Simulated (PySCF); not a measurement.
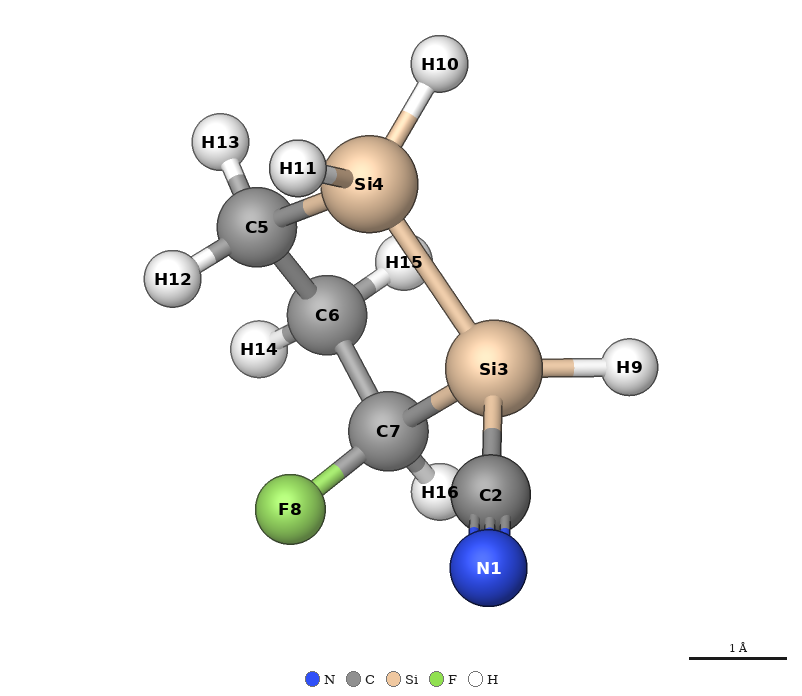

Atoms carry their numbers in the input. The geometry was computed by an optimisation with GFN2-xTB. No frequency run is at hand to confirm it as a minimum.

Which atoms are bonded, and how long are the bonds?

```tsv
bond	length (Å)	order
N1–C2	1.146	triple
C2–Si3	1.864	single
Si3–Si4	2.321	single
Si3–C7	1.941	single
Si3–H9	1.471	single
Si4–C5	1.917	single
Si4–H10	1.469	single
Si4–H11	1.464	single
C5–C6	1.532	single
C5–H12	1.092	single
C5–H13	1.090	single
C6–C7	1.526	single
C6–H14	1.094	single
C6–H15	1.093	single
C7–F8	1.391	single
C7–H16	1.095	single
```
